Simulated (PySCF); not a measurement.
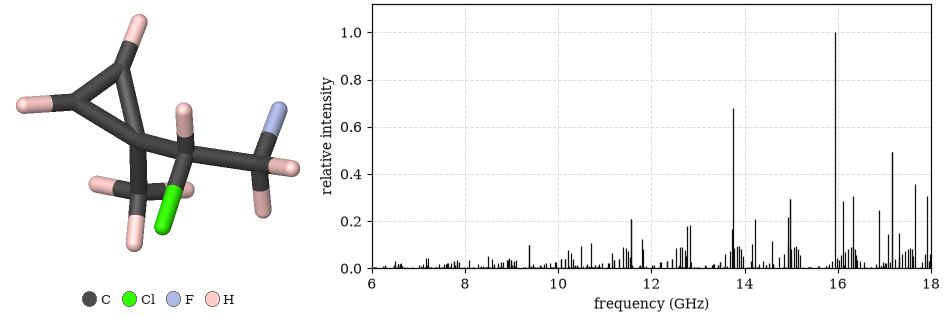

C₆H₈ClF, SMILES CC1([C@@H](Cl)CF)C=C1. Simulated rotational absorption lines between 6 and 18 GHz at 10 K: rigid rotor with the equilibrium constants and dipole of one optimised conformer (PBE0-D3(BJ)/def2-SVP, PySCF 2.14.0), commonest isotopes; no centrifugal distortion, hyperfine structure, internal rotation or nuclear-spin weights; lines within 1 MHz of each other are summed.

### What are the rotational constants, and what kind of rotor is it?

Rotational constants A, B, C = 1.835, 1.596, 1.096 GHz; Ray's κ = 0.35, an asymmetric top on the oblate side.

### Which dipole components drive the lines?

|μa|, |μb|, |μc| = 0.91, 0.37, 0.25 D; a-type lines carry 80 % of the intensity in this range.

Note: coarse grid, loose stop and no frequency check, small forces are noise and the end may be a saddle.
